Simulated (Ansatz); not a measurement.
From C to Ge: the atomisation energy (no zero-point term)

All atoms of one element are swapped for its congeners: C4H10 (butane) `CCCC`; Si4H10 (tetrasilane) `[SiH3][SiH2][SiH2][SiH3]`; Ge4H10 `[GeH3][GeH2][GeH2][GeH3]`. All are singlets with charge 0.

Shapes, held fixed at every level: PBE0-D4/def2-TZVP. Flexible molecules stand in one conformer, not always the lowest. Programs: Ansatz 0.2.0. Values in eV.

```
                level  C4H10  Si4H10  Ge4H10
          HF/def2-SVP  43.96   31.71   27.71
     SPW92/def2-TZVPP  63.41   45.45   42.25
r2SCAN0-D4/def2-TZVPP  56.15   41.51   37.69
   wB97M-V/def2-TZVPP  56.55   41.59   37.32
   wB97X-V/def2-TZVPP  56.47   42.17   38.19
     CCSD(T)/def2-SVP  54.48   38.91   35.51
   CCSD(T)/def2-TZVPP  55.34   40.71   37.61
```

At CCSD(T)/def2-TZVPP the atomisation energy falls at every step, from 55.34 to 37.61 eV. Every level shows the same order. Relativity is left out for Ge. Outer-core shells of Ge are correlated, in sets that cover them unevenly. Spin-orbit coupling, which grows down the group, is left out (summed over each molecule's free atoms 0.01, 0.07, 0.48 eV). Coupled cluster in double- or triple-zeta sets underbinds by a few per cent against its basis-set limit.

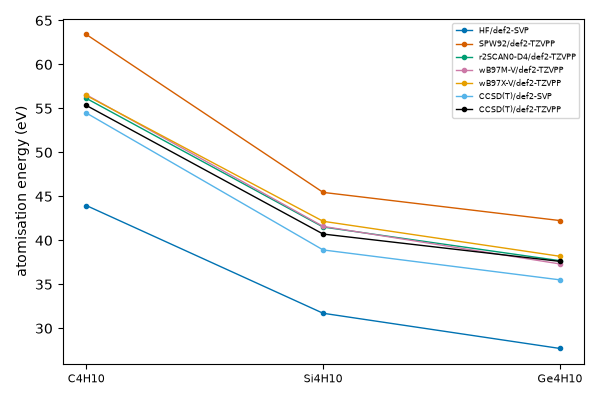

The trend along the series, level by level.
